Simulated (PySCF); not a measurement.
# TaF4: other spin states and a change of charge

Aim: at the relaxed geometry of TaF4, try other spin states and a change of charge. The species was built from a template and needn't be a known compound.

Method: r2SCAN, Ta def2-SVP with ECP60, F def2-SVP; scalar-relativistic core potentials, no spin–orbit coupling; program: PySCF 2.14.0.

3 further runs of the same task are left out: 2 for a known fault of the program, 1 that didn't finish. Runs told in other sessions of the task aren't counted.

### Step 1. The system as given

5 atoms, charge 0, spin multiplicity 2.

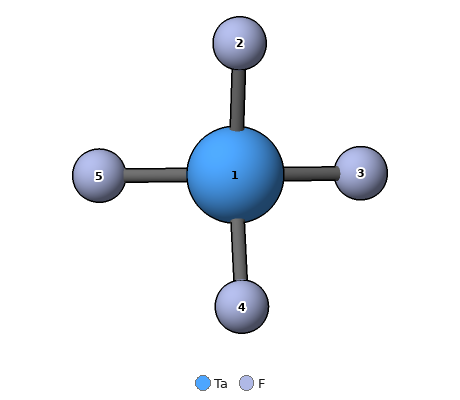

The structure; tantalum blue, fluorine light blue; atoms are numbered from 1 in the order of the file.

Geometry (Å):

```xyz
5
F4Ta
Ta    0.0000    0.0000    0.0000
F     1.7686    0.0000   -0.6226
F     0.0000    1.7686    0.6226
F    -1.7686    0.0000   -0.6226
F     0.0000   -1.7686    0.6226
```

Formal oxidation states: Ta +4. An earlier session relaxed this geometry at r2SCAN, Ta def2-SVP with ECP60, F def2-SVP (doublet, point group D2d).

Its energy there is -456.197418 Eh.

### Step 2. Multiplicity 4 at the relaxed geometry

run.py (the lines that set the calculation) reads:

```python
mol = gto.M(atom='''
Ta     0.00000     0.00000     0.00000
F      1.76863     0.00000    -0.62260
F      0.00000     1.76863     0.62260
F     -1.76863     0.00000    -0.62260
F      0.00000    -1.76863     0.62260''',
    basis={'Ta': 'def2-SVP', 'F': 'def2-SVP'},
    ecp={'Ta': 'def2-SVP'},
    charge=0, spin=3)
mf = dft.UKS(mol, xc='R2SCAN')
mf.grids.atom_grid = (50, 194)
mf = mf.density_fit()  # fitting sets: Ta def2-universal-JKFIT, F def2-universal-JKFIT
mf.conv_tol = 1e-08; mf.max_cycle = 55
mf.kernel(dm0)  # dm0: free metal ions and neutral atoms
```

On the command line:

```
$ OMP_NUM_THREADS=2 python run.py
```

Standard output:

```text
init E= -467.425661687555
cycle= 1 E= -455.006471255184  delta_E= 12.4  |g|= 1.65  |ddm|= 2.44
cycle= 2 E= -453.601193059067  delta_E= 1.41  |g|= 2.32  |ddm|= 3.29
cycle= 3 E= -455.649848504979  delta_E= -2.05  |g|= 0.749  |ddm|= 2.79
cycle= 4 E= -455.645120098189  delta_E= 0.00473  |g|= 0.758  |ddm|= 1.91
cycle= 5 E= -455.887991851147  delta_E= -0.243  |g|= 0.205  |ddm|= 1.75
cycle= 6 E= -455.910681856127  delta_E= -0.0227  |g|= 0.0599  |ddm|= 0.421
cycle= 7 E= -455.911971911652  delta_E= -0.00129  |g|= 0.041  |ddm|= 0.104
cycle= 8 E= -455.912790616079  delta_E= -0.000819  |g|= 0.00912  |ddm|= 0.0558
cycle= 9 E= -455.912916063497  delta_E= -0.000125  |g|= 0.00804  |ddm|= 0.065
cycle= 10 E= -455.913030854645  delta_E= -0.000115  |g|= 0.00474  |ddm|= 0.0622
cycle= 11 E= -455.913076116491  delta_E= -4.53e-05  |g|= 0.00893  |ddm|= 0.0583
cycle= 12 E= -455.913111169639  delta_E= -3.51e-05  |g|= 0.00514  |ddm|= 0.016
cycle= 13 E= -455.913195563101  delta_E= -8.44e-05  |g|= 0.009  |ddm|= 0.124
cycle= 14 E= -455.913239819737  delta_E= -4.43e-05  |g|= 0.0034  |ddm|= 0.0208
cycle= 15 E= -455.913259645504  delta_E= -1.98e-05  |g|= 0.00213  |ddm|= 0.0325
cycle= 16 E= -455.913283769316  delta_E= -2.41e-05  |g|= 0.000988  |ddm|= 0.0863
cycle= 17 E= -455.913284977289  delta_E= -1.21e-06  |g|= 0.000334  |ddm|= 0.00589
cycle= 18 E= -455.91328555865  delta_E= -5.81e-07  |g|= 0.000143  |ddm|= 0.0127
cycle= 19 E= -455.913285595802  delta_E= -3.72e-08  |g|= 5.61e-05  |ddm|= 0.00459
cycle= 20 E= -455.913285600634  delta_E= -4.83e-09  |g|= 2.06e-05  |ddm|= 0.0012
Extra cycle  E= -455.913285598252  delta_E= 2.38e-09  |g|= 7.44e-05  |ddm|= 0.000105
converged SCF energy = -455.913285598252  <S^2> = 3.7551277  2S+1 = 4.002563
```

It took 5.7 s on 2 threads of Arm Neoverse V1, shared host.

Result: E = -455.913286 Eh (+7.732 eV from the relaxed state), HOMO -2.78 eV, LUMO -10.51 eV (over both spins), ⟨S²⟩ = 3.755, Mulliken charge on Ta1 +0.92 e. An empty level of one spin lies below a filled level of the other.

### Step 3. One electron removed, multiplicity 1

Edit run.py (the lines that set the calculation) of step 2 so:

```diff
@@ -8,4 +8,4 @@
     ecp={'Ta': 'def2-SVP'},
-    charge=0, spin=3)
-mf = dft.UKS(mol, xc='R2SCAN')
+    charge=1, spin=0)
+mf = dft.RKS(mol, xc='R2SCAN')
 mf.grids.atom_grid = (50, 194)
@@ -13,2 +13,2 @@
 mf.conv_tol = 1e-08; mf.max_cycle = 55
-mf.kernel(dm0)  # dm0: free metal ions and neutral atoms
+mf.kernel(dm0)  # dm0: the density of the relaxed state
```

On the command line:

```
$ OMP_NUM_THREADS=2 python run.py
```

Standard output:

```text
init E= -456.171474024559
  HOMO = -0.389283085546243  LUMO = -0.175874289709739  gap/eV = 5.80715
cycle= 1 E= -455.825156626839  delta_E= 0.346  |g|= 0.343  |ddm|= 1.22
  HOMO = -0.65094324460554  LUMO = -0.525328739342743  gap/eV = 3.41814
cycle= 2 E= -455.651710233221  delta_E= 0.173  |g|= 0.995  |ddm|= 1.15
  HOMO = -0.664263623628061  LUMO = -0.472966929887303  gap/eV = 5.20545
cycle= 3 E= -455.856901187335  delta_E= -0.205  |g|= 0.176  |ddm|= 0.766
  HOMO = -0.639661019373108  LUMO = -0.451364780745351  gap/eV = 5.12380
cycle= 4 E= -455.861508443172  delta_E= -0.00461  |g|= 0.0171  |ddm|= 0.111
  HOMO = -0.638764527732929  LUMO = -0.448420953729606  gap/eV = 5.17951
cycle= 5 E= -455.8615746187  delta_E= -6.62e-05  |g|= 0.0018  |ddm|= 0.0148
  HOMO = -0.638680125541502  LUMO = -0.448454265622924  gap/eV = 5.17631
cycle= 6 E= -455.861575285221  delta_E= -6.67e-07  |g|= 5.82e-05  |ddm|= 0.00135
  HOMO = -0.638679450271429  LUMO = -0.448450224392303  gap/eV = 5.17640
cycle= 7 E= -455.861575285646  delta_E= -4.24e-10  |g|= 1.93e-05  |ddm|= 4.49e-05
  HOMO = -0.638682509214236  LUMO = -0.448447937074324  gap/eV = 5.17655
Extra cycle  E= -455.861575285077  delta_E= 5.68e-10  |g|= 5.71e-05  |ddm|= 5.04e-05
converged SCF energy = -455.861575285077
```

Wall time 1.6 s (2 threads of Arm Neoverse V1, shared host).

It gives: E = -455.861575 Eh (+9.139 eV from the relaxed state), HOMO -17.38 eV, LUMO -12.20 eV, Mulliken charge on Ta1 +1.81 e. 

### Step 4. One electron removed, multiplicity 3

Edit run.py (the lines that set the calculation) of step 3 so:

```diff
@@ -8,4 +8,4 @@
     ecp={'Ta': 'def2-SVP'},
-    charge=1, spin=0)
-mf = dft.RKS(mol, xc='R2SCAN')
+    charge=1, spin=2)
+mf = dft.UKS(mol, xc='R2SCAN')
 mf.grids.atom_grid = (50, 194)
```

On the command line:

```
$ OMP_NUM_THREADS=2 python run.py
```

Standard output:

```text
init E= -456.197416656187
cycle= 1 E= -455.648148222326  delta_E= 0.549  |g|= 0.306  |ddm|= 0.686
cycle= 2 E= -455.607863768005  delta_E= 0.0403  |g|= 0.472  |ddm|= 0.477
cycle= 3 E= -455.677976049839  delta_E= -0.0701  |g|= 0.104  |ddm|= 0.337
cycle= 4 E= -455.68317705827  delta_E= -0.0052  |g|= 0.0107  |ddm|= 0.118
cycle= 5 E= -455.68324167202  delta_E= -6.46e-05  |g|= 0.00139  |ddm|= 0.0119
cycle= 6 E= -455.683243855322  delta_E= -2.18e-06  |g|= 0.000241  |ddm|= 0.0027
cycle= 7 E= -455.683241452619  delta_E= 2.4e-06  |g|= 0.00224  |ddm|= 0.00272
cycle= 8 E= -455.683243885865  delta_E= -2.43e-06  |g|= 0.000175  |ddm|= 0.00277
cycle= 9 E= -455.68324388674  delta_E= -8.75e-10  |g|= 0.000179  |ddm|= 0.000271
cycle= 10 E= -455.683243900294  delta_E= -1.36e-08  |g|= 3.61e-05  |ddm|= 0.000158
cycle= 11 E= -455.683243889223  delta_E= 1.11e-08  |g|= 0.000155  |ddm|= 0.000218
cycle= 12 E= -455.683243900927  delta_E= -1.17e-08  |g|= 3.64e-07  |ddm|= 0.000179
cycle= 13 E= -455.683243900928  delta_E= -6.82e-13  |g|= 7.25e-08  |ddm|= 8.17e-07
Extra cycle  E= -455.683243900929  delta_E= -9.09e-13  |g|= 5.08e-08  |ddm|= 1.35e-07
converged SCF energy = -455.683243900929  <S^2> = 2.0060429  2S+1 = 3.0040259
```

Run time: 3.7 s. Hardware: 2 threads of Arm Neoverse V1, shared host.

It gives: E = -455.683244 Eh (+13.991 eV from the relaxed state), HOMO -12.50 eV, LUMO -17.38 eV (over both spins), ⟨S²⟩ = 2.006, Mulliken charge on Ta1 +1.53 e. An empty level of one spin lies below a filled level of the other.

### Step 5. One electron added, multiplicity 1

Edit run.py (the lines that set the calculation) of step 4 so:

```diff
@@ -8,4 +8,4 @@
     ecp={'Ta': 'def2-SVP'},
-    charge=1, spin=2)
-mf = dft.UKS(mol, xc='R2SCAN')
+    charge=-1, spin=0)
+mf = dft.RKS(mol, xc='R2SCAN')
 mf.grids.atom_grid = (50, 194)
```

On the command line:

```
$ OMP_NUM_THREADS=2 python run.py
```

Standard output:

```text
init E= -456.171474024559
  HOMO = -0.175874289709739  LUMO = -0.0950030123991657  gap/eV = 2.20062
cycle= 1 E= -456.170998302338  delta_E= 0.000476  |g|= 0.373  |ddm|=  1.1
  HOMO = 0.14600386043869  LUMO = 0.212080668421759  gap/eV = 1.79804
cycle= 2 E= -456.040519298247  delta_E= 0.13  |g|= 0.739  |ddm|=  3.5
  HOMO = 0.0727902616865315  LUMO = 0.154554674601907  gap/eV = 2.22492
cycle= 3 E= -456.222207589219  delta_E= -0.182  |g|= 0.141  |ddm|= 2.36
  HOMO = 0.0647194102959148  LUMO = 0.143657225291661  gap/eV = 2.14801
cycle= 4 E= -456.225293601126  delta_E= -0.00309  |g|= 0.0148  |ddm|= 0.118
  HOMO = 0.0645791651149139  LUMO = 0.144812051548912  gap/eV = 2.18325
cycle= 5 E= -456.225345251166  delta_E= -5.17e-05  |g|= 0.00212  |ddm|= 0.0582
  HOMO = 0.0641030508730687  LUMO = 0.144300232150964  gap/eV = 2.18228
cycle= 6 E= -456.225346583155  delta_E= -1.33e-06  |g|= 0.000344  |ddm|= 0.00408
  HOMO = 0.0640412094294085  LUMO = 0.144232693921188  gap/eV = 2.18212
cycle= 7 E= -456.225346619995  delta_E= -3.68e-08  |g|= 2.86e-05  |ddm|= 0.00062
  HOMO = 0.0640343791161975  LUMO = 0.144226182877137  gap/eV = 2.18213
cycle= 8 E= -456.225346620212  delta_E= -2.17e-10  |g|= 5.96e-06  |ddm|= 5.78e-05
  HOMO = 0.0640317200696394  LUMO = 0.144222839204838  gap/eV = 2.18211
Extra cycle  E= -456.225346620187  delta_E= 2.52e-11  |g|= 1.05e-05  |ddm|= 4.07e-05
converged SCF energy = -456.225346620187
```

Run time: 1.7 s. Hardware: 2 threads of Arm Neoverse V1, shared host.

Read off: E = -456.225347 Eh (-0.760 eV from the relaxed state), HOMO 1.74 eV, LUMO 3.92 eV, Mulliken charge on Ta1 +0.47 e. The highest filled level lies above zero; it isn't the detachment energy.

### Step 6. One electron added, multiplicity 3

Edit run.py (the lines that set the calculation) of step 5 so:

```diff
@@ -8,4 +8,4 @@
     ecp={'Ta': 'def2-SVP'},
-    charge=-1, spin=0)
-mf = dft.RKS(mol, xc='R2SCAN')
+    charge=-1, spin=2)
+mf = dft.UKS(mol, xc='R2SCAN')
 mf.grids.atom_grid = (50, 194)
```

On the command line:

```
$ OMP_NUM_THREADS=2 python run.py
```

Standard output:

```text
init E= -456.197416656187
cycle= 1 E= -456.120481463284  delta_E= 0.0769  |g|= 0.294  |ddm|= 1.14
cycle= 2 E= -455.950517361348  delta_E= 0.17  |g|= 0.576  |ddm|= 2.19
cycle= 3 E= -456.171462023878  delta_E= -0.221  |g|= 0.127  |ddm|= 1.93
cycle= 4 E= -456.177403276698  delta_E= -0.00594  |g|= 0.0451  |ddm|= 0.0876
cycle= 5 E= -456.178669277317  delta_E= -0.00127  |g|= 0.00591  |ddm|= 0.104
cycle= 6 E= -456.178682846746  delta_E= -1.36e-05  |g|= 0.00243  |ddm|= 0.0111
cycle= 7 E= -456.178685711581  delta_E= -2.86e-06  |g|= 0.000535  |ddm|= 0.00365
cycle= 8 E= -456.178685748691  delta_E= -3.71e-08  |g|= 0.000484  |ddm|= 0.00075
cycle= 9 E= -456.178685833061  delta_E= -8.44e-08  |g|= 5.93e-05  |ddm|= 0.000421
cycle= 10 E= -456.178685834698  delta_E= -1.64e-09  |g|= 8.97e-06  |ddm|= 5.45e-05
Extra cycle  E= -456.17868583472  delta_E= -2.21e-11  |g|= 1.1e-05  |ddm|= 2.53e-05
converged SCF energy = -456.17868583472  <S^2> = 2.0037028  2S+1 = 3.0024675
```

Wall time 3 s (2 threads of Arm Neoverse V1, shared host).

Result: E = -456.178686 Eh (+0.510 eV from the relaxed state), HOMO 3.70 eV, LUMO 3.49 eV (over both spins), ⟨S²⟩ = 2.004, Mulliken charge on Ta1 +0.60 e. The highest filled level lies above zero; it isn't the detachment energy. An empty level of one spin lies below a filled level of the other.

### Step 7. Results

| state | energy from the relaxed state (eV) | ⟨S²⟩ | time |
| --- | --- | --- | --- |
| charge 0, doublet, vacuum (relaxed) | 0 | 0.75 |  |
| charge -1, singlet, vacuum | -0.76 | 0.00 | 1.7 s |
| charge -1, triplet, vacuum | 0.51 | 2.00 | 3 s |
| charge 0, quartet, vacuum | 7.73 | 3.76 | 5.7 s |
| charge +1, singlet, vacuum | 9.14 | 0.00 | 1.6 s |
| charge +1, triplet, vacuum | 13.99 | 2.01 | 3.7 s |

An electron taken off or put on is at rest in vacuum. 

Removing an electron vertically costs 9.14 eV (singlet), against −HOMO = 5.82 eV. Adding an electron vertically releases 0.76 eV (singlet). The quartet lies 7.73 eV above at this geometry. The bases are small and lack diffuse functions. Spin–orbit coupling is left out for this open shell, where it can reorder the states. Open shells may have lower solutions than the one found.
